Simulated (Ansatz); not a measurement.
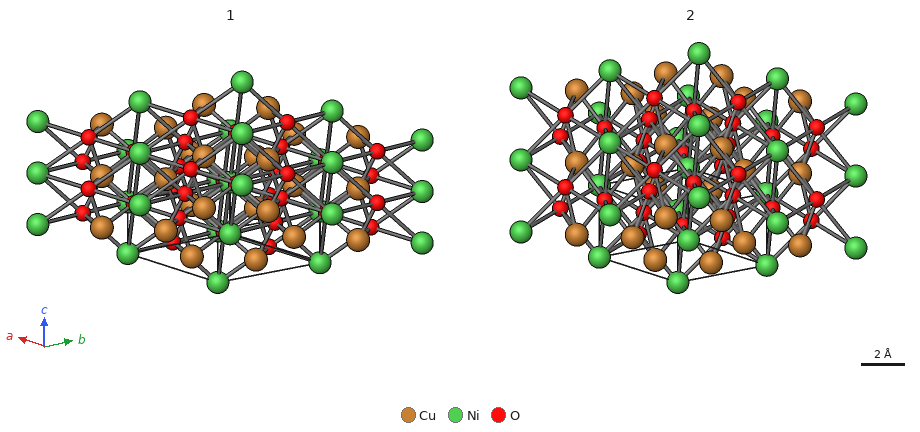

Two geometries of solid Cu$_{2}$NiO$_{3}$ (a generated structure, set up in P6/mmm) (coarse preliminary run), drawn at one scale. One is the start of a relaxation, the other its converged end. The picture is a ball-and-stick view of the cell of the calculation, repeated 2 × 2 × 2 with one cell outlined, seen from a free direction.

Theory: Ansatz 0.2.0, DFT PBE, scalar-relativistic, plane waves, PAW. (plane-wave cutoff 420 eV; k-point mesh 6 × 6 × 4; occupations gaussian; smearing width 0.1 eV; collinear spin; cell and atoms relaxed; force threshold 0.04 eV/Å; at most 70 steps)

Question: Which one is relaxed?

Answer: Structure 1 is the relaxed one. The energy falls by 559 meV per atom in 9 accepted moves (11 points after the start). All forces vanish by symmetry, so only the cell relaxes. Pressure: −9.75 GPa at the start and 0.22 GPa at the end. At 2 points the geometry stayed and the basis and grid were re-selected for the new cell (energy shift of 26.2 meV per atom at most each time). No atom moves by more than 0.005 Å relative to the cell. Cell: a = b 4.579 → 5.256 Å (+14.8 %), c 3.773 → 2.698 Å (−28.5 %). Volume −5.8 %. Near-neighbour distances that change, for instance: Cu–O 2.304 → 2.030 Å, Ni–O 2.967 → 2.954 Å. Bond angles that change, for instance: O–Cu–O 110.0° → 83.3°, Cu–O–Cu 70.0° → 96.7°, Cu–O–Cu 110.0° → 83.3°. The space group stays P6/mmm (No. 191).

Limits of the set-up: the k-point mesh is coarse for a cell with partly filled bands.
